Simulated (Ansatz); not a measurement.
# Geometry relaxation, with input and output: AlBNH$_{2}$Cl (part 2 of 2)

Continued. System: AlBNH$_{2}$Cl. Method: UKS B3LYP-D4/6-31G* (Ansatz 0.2.0). It belongs to a series of runs on one base structure; here: end point B relaxed.

Geometry of the input (Å):
```
Cl -1.4646  -2.8591  0.2871
Al -0.3384  -0.9498  0.1654
B  0.6658  0.6588  -0.7041
N  0.4701  0.5946  0.8359
H  1.1053  1.2356  -1.6503
H  -1.4791  -1.8934  0.5895
```

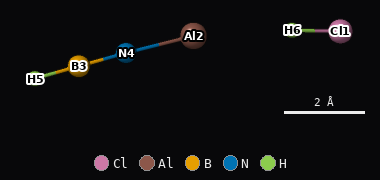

Fig. 1: The geometry at step 21 of the log (ball-and-stick view, seen at a tilt; atoms are numbered from 1 in the order of the input).

Trajectory as extended XYZ, continued
```
6
Properties=species:S:1:pos:R:3:forces:R:3 step=8 energy=-21319.25367
Cl   -1.9645   -3.8343    0.5275    0.0031   0.4210  -0.0091
Al   -0.6163   -0.4380    0.5987    0.3415   0.3969   0.1727
B     1.1077    1.2050   -0.7442    0.0686   0.0465   0.1030
N     0.7625    0.7517    0.3963   -0.4116  -0.2850  -0.3988
H     1.4059    1.6115   -1.8076    0.0553   0.0240   0.1173
H    -1.7362   -2.5094    0.5529   -0.0568  -0.6033   0.0149
6
Properties=species:S:1:pos:R:3:forces:R:3 step=9 energy=-21319.36743
Cl   -2.1055   -3.9359    0.5334    0.0587   0.1847  -0.0033
Al   -0.6372   -0.3620    0.7203    0.0656  -0.0158   0.1085
B     1.1482    1.2661   -0.8103    0.0584   0.0560   0.0653
N     0.7179    0.7427    0.2651   -0.1142  -0.0043  -0.2896
H     1.5436    1.7563   -1.8039    0.0154  -0.0225   0.0984
H    -1.7080   -2.6806    0.6190   -0.0839  -0.1981   0.0207
6
Properties=species:S:1:pos:R:3:forces:R:3 step=10 energy=-21319.41716
Cl   -2.1500   -3.9837    0.5242    0.0325   0.1124  -0.0010
Al   -0.6204   -0.4031    0.8580    0.4251   0.3306  -0.2002
B     1.1669    1.3161   -0.8718    0.2589   0.2648  -0.3197
N     0.6139    0.7177    0.0989   -0.4373  -0.3292   0.0408
H     1.6942    1.8855   -1.7802   -0.2343  -0.2654   0.4530
H    -1.7455   -2.7459    0.6945   -0.0449  -0.1132   0.0270
6
Properties=species:S:1:pos:R:3:forces:R:3 step=11 energy=-21319.46356
Cl   -2.2275   -4.0132    0.5665   -0.0147  -0.0193   0.0010
Al   -0.5517   -0.4709    0.8007    0.0214  -0.0031   0.0049
B     1.1851    1.3790   -0.9060   -0.3121  -0.3290   0.4532
N     0.5211    0.6867   -0.0685    0.2958   0.3245  -0.4924
H     1.7999    2.0180   -1.6743   -0.0050  -0.0016   0.0209
H    -1.7679   -2.8129    0.8051    0.0147   0.0286   0.0123
6
Properties=species:S:1:pos:R:3:forces:R:3 step=12 energy=-21319.45415 accepted=F
Cl   -2.2878   -4.0204    0.6497   -0.0003   0.0096   0.0106
Al   -0.5120   -0.5267    0.7061   -0.0511  -0.0739   0.0320
B     1.1897    1.4073   -0.9038    0.8650   0.9521  -0.8804
N     0.4970    0.6497   -0.2054   -0.9966  -1.0892   1.0089
H     1.8354    2.1127   -1.5622    0.1834   0.2041  -0.1710
H    -1.7633   -2.8360    0.8391   -0.0005  -0.0028  -0.0001
6
Properties=species:S:1:pos:R:3:forces:R:3 step=13 energy=-21319.47161
Cl   -2.2455   -4.0089    0.5880   -0.0128  -0.0145   0.0019
Al   -0.5357   -0.4962    0.7909    0.0529   0.0494  -0.0537
B     1.1882    1.3895   -0.9045   -0.1363  -0.1161   0.0817
N     0.4898    0.6678   -0.1324    0.0688   0.0507  -0.0809
H     1.8226    2.0507   -1.6366    0.0170   0.0133   0.0383
H    -1.7603   -2.8162    0.8181    0.0104   0.0172   0.0128
6
Properties=species:S:1:pos:R:3:forces:R:3 step=14 energy=-21319.47621
Cl   -2.2843   -4.0040    0.6352   -0.0114  -0.0219   0.0119
Al   -0.5253   -0.5426    0.7122   -0.0231  -0.0367   0.0237
B     1.1868    1.4057   -0.9120    0.0015  -0.0112   0.0557
N     0.4828    0.6405   -0.1917    0.0538   0.0654  -0.0885
H     1.8473    2.1163   -1.5718   -0.0210  -0.0083   0.0025
H    -1.7482   -2.8292    0.8517    0.0001   0.0127  -0.0054
6
Properties=species:S:1:pos:R:3:forces:R:3 step=15 energy=-21319.47635
Cl   -2.3378   -4.0565    0.7608    0.1368   0.3223   0.0063
Al   -0.4858   -0.5825    0.6345   -0.0869  -0.1112   0.0269
B     1.2036    1.4453   -0.9136    0.0124  -0.0087   0.0643
N     0.4977    0.6299   -0.2513    0.1236   0.1523  -0.1273
H     1.8700    2.2047   -1.5142   -0.0608  -0.0508   0.0177
H    -1.7886   -2.8542    0.8074   -0.1251  -0.3040   0.0122
6
Properties=species:S:1:pos:R:3:forces:R:3 step=16 energy=-21319.48121
Cl   -2.3759   -4.0327    0.7952    0.1205   0.2247   0.0346
Al   -0.4970   -0.6480    0.5129    0.0062  -0.0038   0.0042
B     1.2126    1.4649   -0.9001    0.0086  -0.0033   0.0270
N     0.5053    0.6129   -0.2897    0.0107   0.0214  -0.0288
H     1.8739    2.2551   -1.4604   -0.0133  -0.0044  -0.0018
H    -1.7598   -2.8655    0.8657   -0.1327  -0.2346  -0.0353
6
Properties=species:S:1:pos:R:3:forces:R:3 step=17 energy=-21319.47542 accepted=F
Cl   -2.4395   -4.0356    0.9671    0.3259   0.5378  -0.0846
Al   -0.4795   -0.7324    0.3591    0.1616   0.1901  -0.1085
B     1.2301    1.5050   -0.8789   -0.0323  -0.0490   0.0318
N     0.5347    0.6016   -0.3309   -0.1147  -0.1384   0.0544
H     1.8759    2.3409   -1.3890   -0.0056  -0.0029   0.0117
H    -1.7625   -2.8929    0.7961   -0.3349  -0.5375   0.0952
6
Properties=species:S:1:pos:R:3:forces:R:3 step=18 energy=-21319.48532
Cl   -2.3995   -4.0430    0.8693   -0.0068  -0.0086   0.0086
Al   -0.4779   -0.6757    0.4553    0.0015  -0.0024  -0.0061
B     1.2232    1.4857   -0.8933    0.0051   0.0079  -0.0023
N     0.5178    0.6110   -0.3146    0.0016   0.0006   0.0001
H     1.8778    2.2963   -1.4309    0.0013   0.0052   0.0014
H    -1.7824   -2.8876    0.8378   -0.0027  -0.0027  -0.0018
6
Properties=species:S:1:pos:R:3:forces:R:3 step=19 energy=-21319.48715
Cl   -2.4413   -4.0670    0.9484    0.0312   0.0635  -0.0003
Al   -0.4558   -0.7098    0.3665    0.0154   0.0161  -0.0208
B     1.2396    1.5179   -0.8876   -0.0554  -0.0608   0.0238
N     0.5369    0.6124   -0.3511    0.0500   0.0568  -0.0294
H     1.8885    2.3567   -1.3907   -0.0140  -0.0201   0.0237
H    -1.8089   -2.9234    0.8381   -0.0272  -0.0555   0.0030
6
Properties=species:S:1:pos:R:3:forces:R:3 step=20 energy=-21319.48410 accepted=F
Cl   -2.4900   -4.0588    1.0860    0.1735   0.2805  -0.0932
Al   -0.4314   -0.7672    0.2511    0.0588   0.0736  -0.0640
B     1.2525    1.5489   -0.8715   -0.1922  -0.2240   0.0703
N     0.5525    0.6032   -0.3959    0.1566   0.1896  -0.0747
H     1.8920    2.4240   -1.3276   -0.0360  -0.0644   0.0588
H    -1.8166   -2.9634    0.7816   -0.1606  -0.2554   0.1028
6
Properties=species:S:1:pos:R:3:forces:R:3 step=21 energy=-21319.48840
Cl   -2.4540   -4.0522    0.9912   -0.0011   0.0020   0.0043
Al   -0.4485   -0.7393    0.3109    0.0031  -0.0001  -0.0075
B     1.2387    1.5241   -0.8816    0.0040   0.0056  -0.0016
N     0.5408    0.6020   -0.3713   -0.0046  -0.0071   0.0016
H     1.8863    2.3789   -1.3560   -0.0015   0.0007   0.0039
H    -1.8042   -2.9269    0.8303    0.0001  -0.0010  -0.0006
6
Properties=species:S:1:pos:R:3:forces:R:3 step=22 energy=-21319.48920
Cl   -2.4708   -4.0466    1.0392    0.0224   0.0426  -0.0030
Al   -0.4370   -0.7718    0.2453    0.0103   0.0128  -0.0088
B     1.2417    1.5360   -0.8752   -0.0087  -0.0155   0.0136
N     0.5482    0.5936   -0.3956    0.0079   0.0108  -0.0129
H     1.8862    2.4098   -1.3194   -0.0105  -0.0100   0.0068
H    -1.8093   -2.9342    0.8293   -0.0214  -0.0406   0.0043
6
Properties=species:S:1:pos:R:3:forces:R:3 step=23 energy=-21319.48856 accepted=F
Cl   -2.5040   -4.0254    1.1353    0.1345   0.1990  -0.0696
Al   -0.4197   -0.8171    0.1458    0.0133   0.0094  -0.0130
B     1.2439    1.5529   -0.8649   -0.0012  -0.0214   0.0360
N     0.5590    0.5813   -0.4320    0.0156   0.0333  -0.0318
H     1.8846    2.4546   -1.2590   -0.0335  -0.0362   0.0062
H    -1.8046   -2.9596    0.7983   -0.1287  -0.1841   0.0721
6
Properties=species:S:1:pos:R:3:forces:R:3 step=24 energy=-21319.48962
Cl   -2.4781   -4.0297    1.0759    0.0274   0.0472  -0.0086
Al   -0.4315   -0.7982    0.1996    0.0146   0.0190  -0.0097
B     1.2402    1.5393   -0.8685   -0.0074  -0.0176   0.0189
N     0.5505    0.5831   -0.4112    0.0071   0.0123  -0.0164
H     1.8820    2.4260   -1.2905   -0.0116  -0.0104   0.0040
H    -1.8040   -2.9339    0.8182   -0.0302  -0.0504   0.0118
6
Properties=species:S:1:pos:R:3:forces:R:3 step=25 energy=-21319.48989
Cl   -2.4957   -4.0305    1.1096    0.0482   0.0772  -0.0160
Al   -0.4204   -0.8154    0.1487    0.0004  -0.0017   0.0035
B     1.2440    1.5504   -0.8646    0.0044  -0.0032   0.0146
N     0.5579    0.5812   -0.4306    0.0014   0.0059  -0.0165
H     1.8830    2.4492   -1.2641   -0.0095  -0.0072   0.0007
H    -1.8098   -2.9483    0.8246   -0.0450  -0.0710   0.0137
6
Properties=species:S:1:pos:R:3:forces:R:3 step=26 energy=-21319.48985 accepted=F
Cl   -2.5030   -4.0126    1.1639    0.0604   0.0922  -0.0398
Al   -0.4095   -0.8386    0.1049   -0.0045  -0.0078  -0.0023
B     1.2440    1.5559   -0.8567    0.0038  -0.0012   0.0122
N     0.5626    0.5739   -0.4450    0.0019   0.0046  -0.0133
H     1.8779    2.4667   -1.2361   -0.0060  -0.0040  -0.0002
H    -1.8129   -2.9585    0.7926   -0.0555  -0.0839   0.0434
6
Properties=species:S:1:pos:R:3:forces:R:3 step=27 energy=-21319.49014
Cl   -2.4945   -4.0145    1.1262    0.0268   0.0419  -0.0090
Al   -0.4189   -0.8317    0.1256    0.0067   0.0081   0.0006
B     1.2415    1.5489   -0.8592    0.0016  -0.0031   0.0109
N     0.5570    0.5731   -0.4378   -0.0010   0.0003  -0.0127
H     1.8780    2.4539   -1.2481   -0.0052  -0.0034   0.0007
H    -1.8040   -2.9430    0.8168   -0.0289  -0.0437   0.0094
6
Properties=species:S:1:pos:R:3:forces:R:3 step=28 energy=-21319.49028
Cl   -2.4996   -4.0078    1.1581    0.0295   0.0492  -0.0159
Al   -0.4089   -0.8493    0.0892    0.0014   0.0051   0.0013
B     1.2426    1.5542   -0.8540   -0.0047  -0.0082   0.0098
N     0.5617    0.5680   -0.4513    0.0052   0.0057  -0.0135
H     1.8748    2.4689   -1.2266   -0.0034  -0.0030   0.0018
H    -1.8114   -2.9473    0.8082   -0.0281  -0.0488   0.0164
6
Properties=species:S:1:pos:R:3:forces:R:3 step=29 energy=-21319.49013 accepted=F
Cl   -2.5151   -3.9884    1.1857    0.0471   0.0563  -0.0261
Al   -0.4071   -0.8622    0.0586    0.0091   0.0035  -0.0013
B     1.2420    1.5571   -0.8486   -0.0126  -0.0130   0.0073
N     0.5620    0.5635   -0.4627    0.0079   0.0101  -0.0120
H     1.8720    2.4790   -1.2071   -0.0017  -0.0044   0.0041
H    -1.7947   -2.9622    0.7977   -0.0498  -0.0524   0.0281
6
Properties=species:S:1:pos:R:3:forces:R:3 step=30 energy=-21319.49035
Cl   -2.5042   -4.0003    1.1684    0.0285   0.0431  -0.0145
Al   -0.4073   -0.8570    0.0727    0.0031   0.0049   0.0021
B     1.2421    1.5551   -0.8514   -0.0017  -0.0010   0.0049
N     0.5620    0.5649   -0.4579    0.0005  -0.0018  -0.0094
H     1.8730    2.4739   -1.2161   -0.0017  -0.0022   0.0022
H    -1.8065   -2.9499    0.8077   -0.0287  -0.0430   0.0148
6
Properties=species:S:1:pos:R:3:forces:R:3 step=31 energy=-21319.49038
Cl   -2.5051   -3.9911    1.1808    0.0207   0.0300  -0.0119
Al   -0.4051   -0.8664    0.0570    0.0054   0.0080   0.0001
B     1.2410    1.5551   -0.8483   -0.0014   0.0028   0.0012
N     0.5621    0.5602   -0.4646   -0.0019  -0.0068  -0.0055
H     1.8702    2.4783   -1.2046   -0.0001  -0.0018   0.0026
H    -1.8040   -2.9494    0.8032   -0.0228  -0.0323   0.0135
6
Properties=species:S:1:pos:R:3:forces:R:3 step=32 energy=-21319.49040
Cl   -2.5111   -3.9856    1.1905    0.0197   0.0265  -0.0083
Al   -0.4007   -0.8766    0.0354    0.0067   0.0093   0.0023
B     1.2410    1.5573   -0.8459   -0.0100  -0.0073   0.0030
N     0.5636    0.5561   -0.4753    0.0059   0.0038  -0.0080
H     1.8680    2.4864   -1.1905   -0.0005  -0.0040   0.0036
H    -1.8018   -2.9510    0.8093   -0.0218  -0.0283   0.0074
6
Properties=species:S:1:pos:R:3:forces:R:3 step=33 energy=-21319.49043
Cl   -2.5123   -3.9863    1.1943    0.0198   0.0275  -0.0106
Al   -0.3978   -0.8767    0.0361    0.0040   0.0064   0.0012
B     1.2413    1.5584   -0.8463   -0.0087  -0.0063   0.0031
N     0.5649    0.5565   -0.4761    0.0058   0.0036  -0.0070
H     1.8677    2.4882   -1.1903   -0.0006  -0.0036   0.0028
H    -1.8047   -2.9534    0.8059   -0.0203  -0.0276   0.0104
6
Properties=species:S:1:pos:R:3:forces:R:3 step=34 energy=-21319.49049
Cl   -2.5119   -3.9884    1.1922    0.0001  -0.0001  -0.0001
Al   -0.3966   -0.8745    0.0407   -0.0003   0.0006   0.0003
B     1.2412    1.5587   -0.8479   -0.0008  -0.0011  -0.0002
N     0.5650    0.5557   -0.4809    0.0011   0.0000  -0.0005
H     1.8685    2.4889   -1.1886    0.0002   0.0007   0.0003
H    -1.8071   -2.9538    0.8082   -0.0002  -0.0001   0.0001
```

Results in brief

- outcome: converged
- total energy: −21319.4908 eV
- mean-field energy: −21319.2806 eV
- largest force (length of the vector) at the end: 0.001 eV/Å
- wall time: 63 s (CPU time 2 min)
- peak memory: 0.21 GiB
